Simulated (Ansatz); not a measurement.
# BSiH5 (boranylsilane) at B2PLYP/STO-3G

Aim: the electronic atomisation energy of BSiH5 (boranylsilane) at B2PLYP/STO-3G, from 4 runs. 

Program for the calculation: Ansatz 0.2.0.

47 further runs of the same task are left out: 47 set aside as unsound or not needed.

## (1) Starting point

BSiH5 has 7 atoms, charge 0, and is taken as a singlet. SMILES: `B[SiH3]`. The coordinates come from a PBE0-D4/def2-TZVP relaxation.

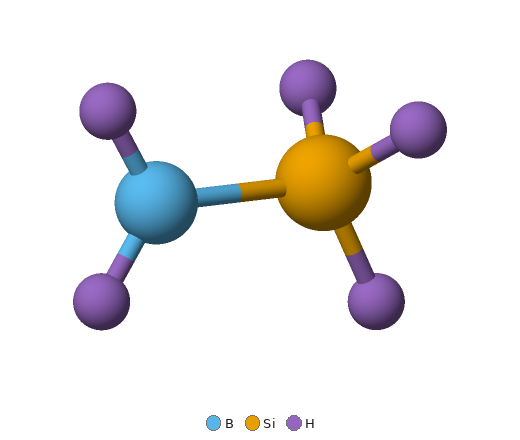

Viewed from a chosen angle; boron blue, silicon amber, hydrogen purple.

## (2) The energy at B2PLYP/STO-3G

Input file in.yaml:

```yaml
crystal:
  periodic: [false, false, false]
  atoms:
    - symbol: B
      position_ang: [-0.043200, -1.189000, 0.204300]
    - symbol: Si
      position_ang: [0.089100, 0.785300, -0.148500]
    - symbol: H
      position_ang: [-1.126000, -1.690600, 0.290100]
    - symbol: H
      position_ang: [0.906400, -1.902500, 0.335400]
    - symbol: H
      position_ang: [-0.616000, 1.093400, -1.427200]
    - symbol: H
      position_ang: [-0.623600, 1.516700, 0.939600]
    - symbol: H
      position_ang: [1.474500, 1.318800, -0.239500]
basis:
  gaussian: {orbitals: STO-3G}
accuracy: high
hamiltonian: {xc: {name: B2PLYP}}
correlation: {frozen_orbitals: {B: 1, H: 0, Si: 5}}
```

Started as:

```sh
$ ansatz run in.yaml --threads 1 --pin off --max-ram 2610MiB --events-out events.jsonl --progress --plain --runs-dir runs
```

Log:

```text
Warning: RAYON_NUM_THREADS=1 ignored (pool sized by the plan → 1); use --threads N
Functional definition: B2PLYP
  name "B2PLYP"
  parameter a = 0.53
  parameter c = 0.27
  exchange = (1 - a)*b88_x + a*exact_x
  correlation = (1 - c)*lyp_c + c*(mp2_os + mp2_ss)
334 factors; integrals over basis functions are off by at most 1.3e-8 eV
mean field evaluation 1: about -8527.3675 eV, gradient 1.2e1 eV
mean field evaluation 2: about -8527.3282 eV, gradient 1.1e1 eV
mean field evaluation 4: about -8527.8950 eV, gradient 4.4e-1 eV
mean field evaluation 8: about -8527.8956 eV, gradient 6.2e-4 eV
mean field evaluation 16: about -8527.8956 eV, gradient 2.7e-8 eV
mean field -8527.89559324 eV, -313.3943826362 hartree, gradient 2.7e-8 eV, S^2 0.000000; 0 other end points of the search recorded, 0 dependent functions left out
6 core orbitals not correlated: weight in the atoms' cores, before any rotation towards them, 1.000 or more for the frozen orbitals, at most 0.000 for the correlated occupied ones
reference -8527.89561174 eV, -313.3943833163 hartree; 6, 6 occupied and 7, 7 virtual orbitals, 334 factors
second order -2.61494276 eV of doubles, -0.00000000 eV of singles
Total energy: -8528.60164629 eV, -313.4203296073 hartree
```

Wall time 1.4 s (1 thread of Arm Neoverse V2, shared host); peak memory 0.1 GiB.

## (3) The B atom at the same level

Input file job.yaml:

```yaml
crystal:
  periodic: [false, false, false]
  atoms:
    - {symbol: B, position_ang: [0.000000, 0.000000, 0.000000]}
basis:
  gaussian: {orbitals: STO-3G}
magnetization: {spin_polarized: true, initial_magnetization: 1}
hamiltonian: {xc: {name: B2PLYP}}
correlation: {frozen_orbitals: {B: 1}}
accuracy: high
```

Run the same way, it converges to -24.24577 Eh (log not shown).

## (4) The H atom

Input file run.yaml:

```yaml
crystal:
  periodic: [false, false, false]
  atoms:
    - {symbol: H, position_ang: [0.000000, 0.000000, 0.000000]}
basis:
  gaussian:
    orbitals: STO-3G
magnetization:
  spin_polarized: true
  initial_magnetization: 1
hamiltonian:
  xc: {name: B2PLYP}
correlation:
  frozen_orbitals: {H: 0}
accuracy: high
```

Run the same way, it converges to -0.46478 Eh (log not shown).

## (5) The Si atom, same level

Input file job.yaml:

```yaml
basis:
  gaussian:
    orbitals: STO-3G
crystal:
  periodic: [false, false, false]
  atoms:
    - symbol: Si
      position_ang: [0.000000, 0.000000, 0.000000]
magnetization:
  spin_polarized: true
  initial_magnetization: 2
hamiltonian:
  xc: {name: B2PLYP}
correlation:
  frozen_orbitals: {Si: 5}
accuracy: high
```

Run the same way, it converges to -285.81514 Eh (log not shown).

## (6) Summary of results

At B2PLYP/STO-3G, 6 core orbitals frozen:

| quantity | value |
| --- | --- |
| molecule: total energy | -313.42033 Eh |
| B atom: total energy | -24.24577 Eh |
| B atom: ⟨S²⟩ | 0.750 |
| H atom: total energy | -0.46478 Eh |
| H atom: ⟨S²⟩ | 0.750 |
| Si atom: total energy | -285.81514 Eh |
| Si atom: ⟨S²⟩ | 2.000 |
| electronic atomisation energy | 28.178 eV |

In words: Taking the molecule apart into free atoms costs 28.18 eV (2719 kJ/mol), before zero-point energy and without spin-orbit coupling. In a minimal basis such a difference can be off by several eV, whatever the method.
